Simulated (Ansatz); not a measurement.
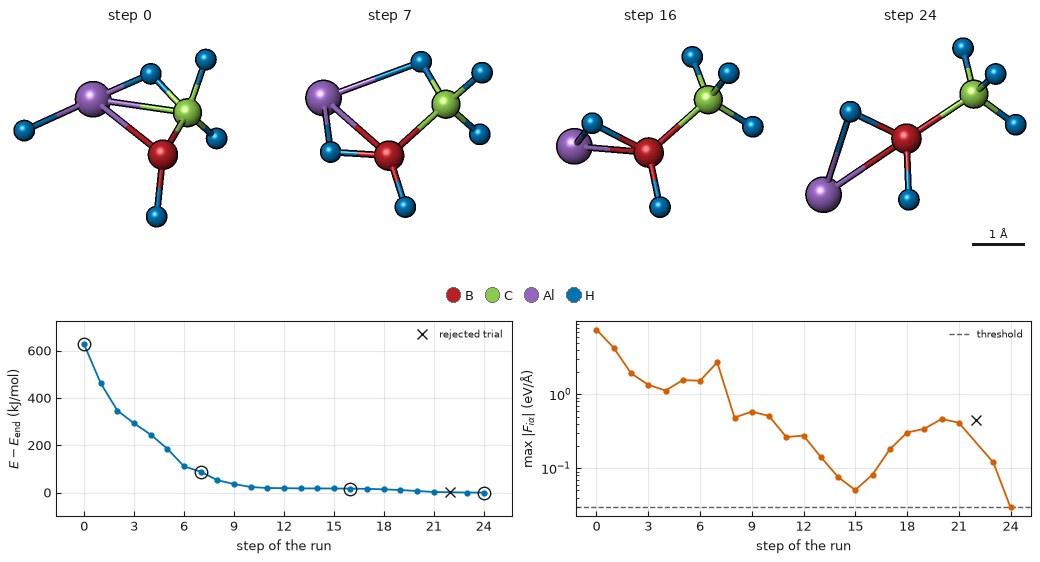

Frames of a relaxation of CH5AlB (multiplicity 2), marked on the history of the run. The picture is a ball-and-stick view, seen at a tilt.

It is one of the separated reactants of a reaction.

The calculation used Ansatz, UKS PBE-D4/def2-SVP. Settings: force threshold 0.03 eV/Å; at most 250 steps.

> Describe the path.

Over 23 accepted moves (24 points after the start) the energy falls by 626.2 kJ/mol. Largest force component: 7.5 eV/Å at the start, 0.029 eV/Å at the end. The line search rejected the trial step at point 22 of the run. The Al atom moves most after the best rigid fit: 2.08 Å. Largest moves by element: Al 2.08 Å, B 1.24 Å, H 1.22 Å, C 0.38 Å. Among the contacts that change: Al–H 1.334 → 3.893 Å, B–H 3.020 → 1.260 Å, Al–C 2.007 → 3.531 Å, Al–B 2.638 → 2.108 Å. Bonds break, among them: Al–H (1.33 → 3.89 Å). Among the angles between lasting bonds that change: H–C–H 65.7° → 106.6°, H–C–H 118.7° → 108.0°, B–C–H 119.5° → 110.7°. Groups turn about Al–B by about 55°. From step 0 to 7: an H atom moves most (1.16 Å), energy −537.7 kJ/mol. From step 7 to 16: the Al atom moves most (0.75 Å), energy −71.5 kJ/mol. From step 16 to 24: the Al atom moves most (0.95 Å), energy −16.9 kJ/mol.
